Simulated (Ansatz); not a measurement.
CH₈Sn: several calculations on one system

## 1. Relaxation

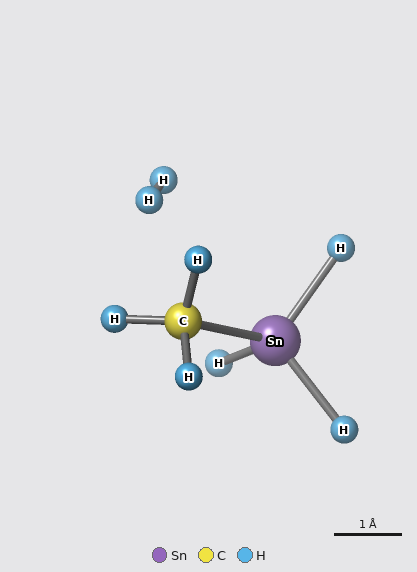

This is the input geometry for a relaxation of CH8Sn. Style: ball-and-stick. Shown from a free direction.

The run prepares an end point of a later path (reaction) calculation, from a guessed geometry.

The calculation used RKS B3LYP/def2-mTZVP in Ansatz 0.2.0.

Input file:
```yaml
crystal:
  periodic: [false, false, false]
  atoms:
    - { symbol: Sn, position_ang: [-0.149275, -0.138014, 0.115645] }
    - { symbol: C, position_ang: [-0.092372, -0.044474, 2.26866] }
    - { symbol: H, position_ang: [-0.779209, -0.78143, 2.685601] }
    - { symbol: H, position_ang: [0.906984, -0.267555, 2.637931] }
    - { symbol: H, position_ang: [-0.396638, 0.937211, 2.624916] }
    - { symbol: H, position_ang: [1.427873, -0.300417, -0.546112] }
    - { symbol: H, position_ang: [-0.876934, 1.276282, -0.535029] }
    - { symbol: H, position_ang: [-1.078123, -1.500572, -0.379801] }
    - { symbol: H, position_ang: [1.614483, 1.998357, 1.119993] }
    - { symbol: H, position_ang: [1.333112, 1.698112, 1.693396] }
basis:
  gaussian: { orbitals: def2-mTZVP }
hamiltonian:
  xc: b3lyp
relax:
  f_tol: 0.03
  max_steps: 50
```

Run as
```bash
ansatz run input.yaml --threads 1 --pin off --max-ram 2048MiB --backend cpu --events-out ev --progress --plain --runs-dir out
```

Predict the outcome.

The largest move after the best rigid fit is that of H10, 3.09 Å. Largest moves by element: H 3.09 Å, Sn 0.70 Å, C 0.69 Å. Some distances before and after: H9–H10 0.706 → 0.743 Å, Sn1–C2 2.156 → 2.165 Å. Groups turn about Sn1–C2 by about 55°. Over 33 accepted moves (34 points after the start) the energy falls by 0.238 eV. The largest force component goes from 1.1 to 0.024 eV/Å. The line search rejected the trial step at point 12 of the run. The forces were under the threshold at step 14, but the run went on from there.

The structure at the end:

```xyz
10

Sn   -0.5547   -0.7018    0.0167
C    -0.4685   -0.6131    2.1783
H    -1.4742   -0.6322    2.5962
H     0.0882   -1.4642    2.5684
H     0.0256    0.3036    2.4977
H     1.0287   -0.6129   -0.6482
H    -1.4825    0.6095   -0.5971
H    -1.2818   -2.1748   -0.4916
H     3.0308    3.8978    1.4603
H     2.9983    4.2656    2.1046
```

After the run, drawn alike:

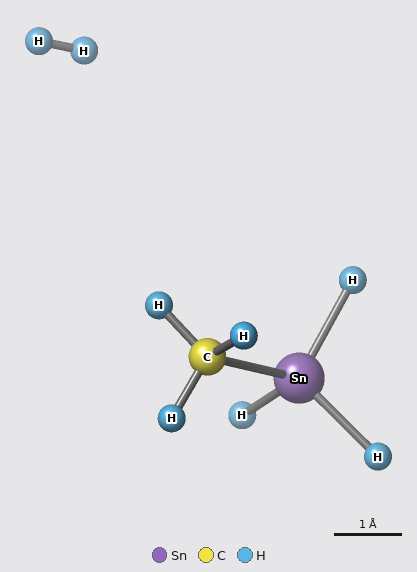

## 2. Relaxation

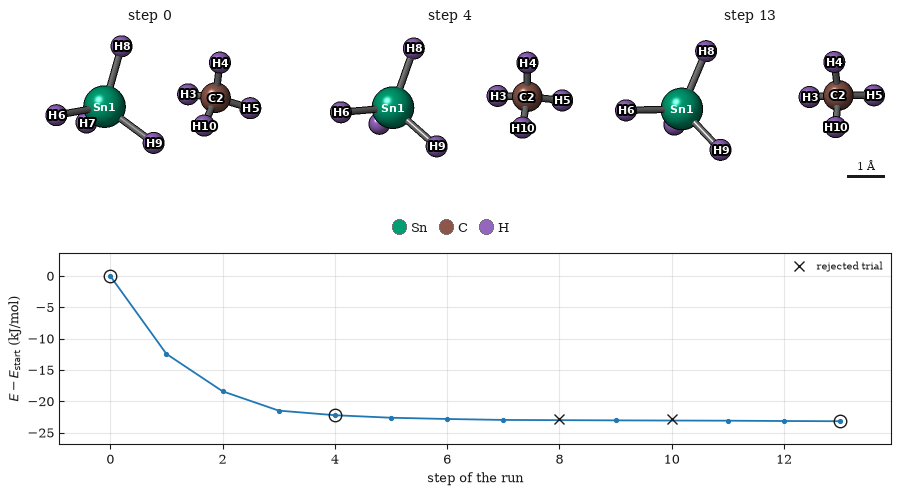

Frames of a relaxation of CH8Sn, marked on the history of the run. Style: ball-and-stick. Shown at a tilt.

The run prepares an end point of a later path (reaction) calculation, from a guessed geometry.

All numbers below come from RKS B3LYP/def2-mTZVP (Ansatz 0.2.0).

Input file:
```yaml
crystal:
  periodic: [false, false, false]
  atoms:
    - { symbol: Sn, position_ang: [0.448766, 0.220062, -0.493145] }
    - { symbol: C, position_ang: [-0.066854, 0.353033, 2.828092] }
    - { symbol: H, position_ang: [-1.039866, 0.396244, 2.339616] }
    - { symbol: H, position_ang: [0.2698, -0.68145, 2.882524] }
    - { symbol: H, position_ang: [-0.163225, 0.75085, 3.837734] }
    - { symbol: H, position_ang: [1.123924, 0.198398, -2.071332] }
    - { symbol: H, position_ang: [-1.102067, 0.944908, -0.557319] }
    - { symbol: H, position_ang: [0.319959, -1.387614, 0.079626] }
    - { symbol: H, position_ang: [1.454183, 1.137174, 0.575814] }
    - { symbol: H, position_ang: [0.66528, 0.945895, 2.26359] }
basis:
  gaussian: { orbitals: def2-mTZVP }
hamiltonian:
  xc: b3lyp
relax:
  f_tol: 0.03
  max_steps: 50
```

Command:
```bash
ansatz run input.yaml --threads 1 --pin off --max-ram 2048MiB --backend cpu --events-out ev --progress --plain --runs-dir out
```

**What happens along the run?**

The atom that moves furthest after the best rigid fit is H9 (1.15 Å). By element the largest moves are H 1.15 Å, C 0.74 Å, Sn 0.74 Å. Some distances before and after: Sn1–H9 1.731 → 1.714 Å, C2–H10 1.098 → 1.089 Å. Over 11 accepted moves (13 points after the start) the energy falls by 23.2 kJ/mol. The largest force component goes from 0.52 to 0.012 eV/Å. The line search rejected the trial steps at points 8, 10 of the run. The forces were under the threshold at step 9, but the run went on from there. Cost: 72 s on 1 thread of Intel(R) Xeon(R) Platinum 8259CL CPU @ 2.50GHz (Skylake/Cascade Lake), with other jobs on the host, peak memory 0.17 GiB. From step 0 to 4: H9 moves most (0.59 Å), energy −22.2 kJ/mol. From step 4 to 13: H9 moves most (0.56 Å), energy −0.96 kJ/mol.

## 3. Path

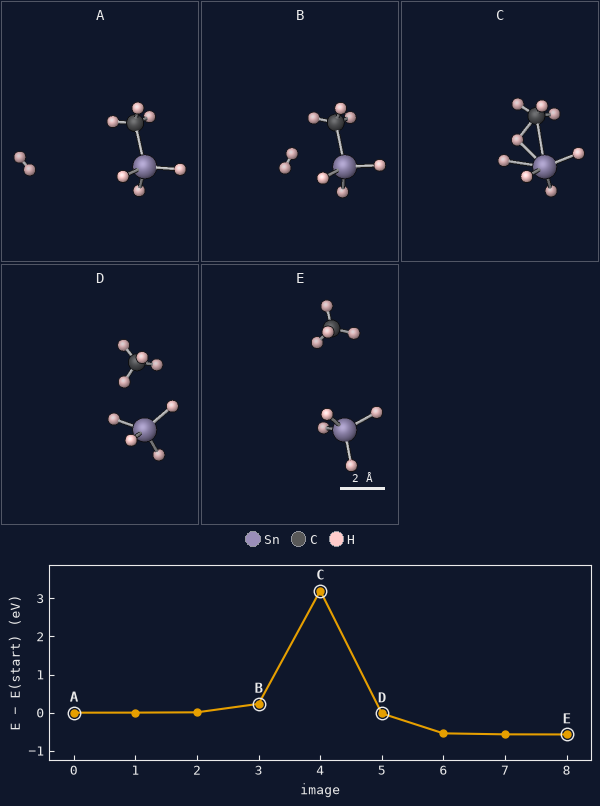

A search for the minimum-energy path of CH₈Sn, made up at the start of CH6Sn and H2 by the nudged elastic band. Images are numbered from 0 (start) to 8 (end). Frames A to E are images 0, 3, 4, 5, 8. A ball-and-stick model, seen at a tilt.

These are results of RKS B3LYP/def2-mTZVP (Ansatz), not measurements. Settings: 7 movable images; climbing image; force threshold 0.05 eV/Å; iteration limit 32; starting path through a guess of the saddle point.

### Describe the mechanism and the energy profile.

The highest point, image 4, lies 3.20 eV above the start and 3.77 eV above the end; the end is at −0.57 eV relative to the start. Breaking: H–H (0.74 → 3.96 Å), C–Sn (2.17 → 4.84 Å). Forming: C–H (5.99 → 1.09 Å), H–Sn (6.01 → 1.71 Å). The band converged in 22 iterations, with a climbing image at the top.

Limits of the set-up: the start holds two separate molecules, 4.8 Å apart at their closest, whose relative position is a soft coordinate and is computed without a dispersion correction.
